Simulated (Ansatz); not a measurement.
# GeH4 (germane) at CCSDT(Q)/STO-3G

Aim: the electronic atomisation energy of GeH4 (germane) at CCSDT(Q)/STO-3G, from 3 runs. 

The results are computed with Ansatz 0.2.0.

32 further runs of the same task are left out: 3 that didn't finish, 29 set aside as unsound or not needed.

### Step 1. The molecule

GeH4 has 5 atoms, charge 0, and is taken as a singlet. As SMILES, `[GeH4]`. The coordinates come from a PBE0-D4/def2-TZVP relaxation.

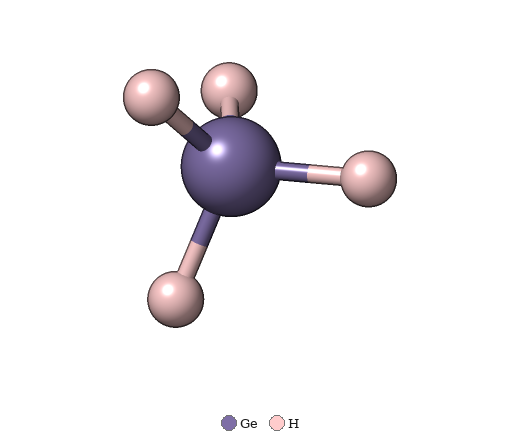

Viewed from a chosen angle; germanium purple, hydrogen pink.

### Step 2. A single-point energy at CCSDT(Q)/STO-3G

The input, input.yaml:

```yaml
crystal:
  periodic: [false, false, false]
  atoms:
    - {symbol: Ge, position_ang: [0.000100, 0.000100, -0.000000]}
    - {symbol: H, position_ang: [1.148100, -0.756300, 0.680600]}
    - {symbol: H, position_ang: [-1.238800, -0.030000, 0.904200]}
    - {symbol: H, position_ang: [-0.329200, -0.669100, -1.340600]}
    - {symbol: H, position_ang: [0.419800, 1.455400, -0.244100]}
basis:
  gaussian:
    orbitals: STO-3G
correlation:
  method: ccsdt_q
  frozen_orbitals: {Ge: 9, H: 0}
accuracy: high
scf:
  omitted_lower_state_checks: [cluster_reference, increment]
```

The run is started by

```sh
$ ansatz run input.yaml --threads 1 --pin off --max-ram 2610MiB --events-out events.jsonl --progress --plain --runs-dir runs
```

Standard output:

```text
Warning: RAYON_NUM_THREADS=1 ignored (pool sized by the plan → 1); use --threads N
Functional definition: HF
  name "HF"
  exchange = exact_x
  correlation = 0
these checks for a lower state are left out or cut short: cluster_reference, increment
288 factors; integrals over basis functions are off by at most 3.8e-9 eV
mean field evaluation 1: about -55894.0222 eV, gradient 5.5e0 eV
mean field evaluation 2: about -55894.0187 eV, gradient 5.5e0 eV
mean field evaluation 4: about -55894.1963 eV, gradient 1.5e-1 eV
mean field evaluation 8: about -55894.1965 eV, gradient 8.3e-5 eV
mean field -55894.19649092 eV, -2054.0738345940 hartree, gradient 2.4e-8 eV, S^2 0.000000; 0 other end points of the search recorded, 0 dependent functions left out
9 core orbitals not correlated: weight in the atoms' cores, before any rotation towards them, 1.000 or more for the frozen orbitals, at most 0.000 for the correlated occupied ones
reference -55894.19649092 eV, -2054.0738345940 hartree; 9, 9 occupied and 4, 4 virtual orbitals, 288 factors
second order -1.20745287 eV of doubles, -0.00000000 eV of singles
cycle   1  -1.59505596 eV  change   -3.9e-1 eV  update   5.3e-2
cycle   2  -1.82668362 eV  change   -2.3e-1 eV  update   2.1e-2
cycle   3  -1.83195705 eV  change   -5.3e-3 eV  update   4.3e-3
cycle   4  -1.83518765 eV  change   -3.2e-3 eV  update   1.6e-3
cycle   5  -1.83553915 eV  change   -3.5e-4 eV  update   4.8e-4
cycle   6  -1.83547158 eV  change    6.8e-5 eV  update   2.0e-4
cycle   7  -1.83542265 eV  change    4.9e-5 eV  update   5.3e-5
cycle   8  -1.83540676 eV  change    1.6e-5 eV  update   1.9e-5
cycle   9  -1.83541213 eV  change   -5.4e-6 eV  update   7.9e-6
cycle  10  -1.83541231 eV  change   -1.8e-7 eV  update   2.1e-6
cycle  11  -1.83541268 eV  change   -3.7e-7 eV  update   5.0e-7
cycle  12  -1.83541255 eV  change    1.3e-7 eV  update   1.4e-7
cycle  13  -1.83541248 eV  change    7.7e-8 eV  update   6.3e-8
cycle  14  -1.83541248 eV  change   7.2e-10 eV  update   1.3e-8
cycle  15  -1.83541224 eV  change    2.3e-7 eV  update   7.1e-8
cycle  16  -1.83541213 eV  change    1.1e-7 eV  update   2.7e-8
cycle  17  -1.83541212 eV  change    1.0e-8 eV  update   1.0e-8
cycle  18  -1.83541212 eV  change   -4.0e-9 eV  update   2.6e-9
cycle  19  -1.83541212 eV  change  -8.2e-10 eV  update  6.9e-10
perturbative correction -0.00058728 eV, -0.0000215820 hartree
Total energy: -55896.03249032 eV, -2054.1413063276 hartree
Checks for a lower state left out: cluster_reference, increment
```

Run time: 0.32 s. Hardware: 1 thread of Arm Neoverse V1, shared host.

### Step 3. The Ge atom

The input, run.yaml:

```yaml
crystal:
  periodic: [false, false, false]
  atoms:
    - {symbol: Ge, position_ang: [0.000000, 0.000000, 0.000000]}
basis:
  gaussian:
    orbitals: STO-3G
total_charge: 0
magnetization:
  spin_polarized: true
  initial_magnetization: 2
correlation:
  method: ccsdt_q
  frozen_orbitals: {Ge: 9}
accuracy: high
scf:
  omitted_lower_state_checks: [cluster_reference, increment]
```

Run the same way, it converges to -2051.64970 Eh (log not shown).

### Step 4. The H atom: a single-point energy at UHF/STO-3G

The input, job.yaml:

```yaml
crystal:
  periodic: [false, false, false]
  atoms:
    - {symbol: H, position_ang: [0.000000, 0.000000, 0.000000]}
basis:
  gaussian:
    orbitals: STO-3G
hamiltonian:
  xc: hf
accuracy: high
magnetization:
  spin_polarized: true
  initial_magnetization: 1
```

Run the same way, it converges to -0.46658 Eh (log not shown).

### Step 5. Outcome

At CCSDT(Q)/STO-3G, 9 core orbitals frozen:

| quantity | value |
| --- | --- |
| molecule: total energy | -2054.14131 Eh |
| molecule: correlation energy (9 core orbitals frozen) | -67.5 mEh |
| molecule: T1 diagnostic | 0.003 |
| Ge atom: total energy | -2051.64970 Eh |
| Ge atom: correlation energy (9 core orbitals frozen) | -13.4 mEh |
| Ge atom: ⟨S²⟩ of the reference determinant | 2.000 |
| Ge atom: T1 diagnostic | 0.000 |
| H atom: total energy | -0.46658 Eh |
| H atom: ⟨S²⟩ | 0.750 |
| electronic atomisation energy | 17.015 eV |

**Reading.** Taking the molecule apart into free atoms costs 17.01 eV (1642 kJ/mol), before zero-point energy and without spin-orbit coupling. In a minimal basis such a difference can be off by several eV, whatever the method.
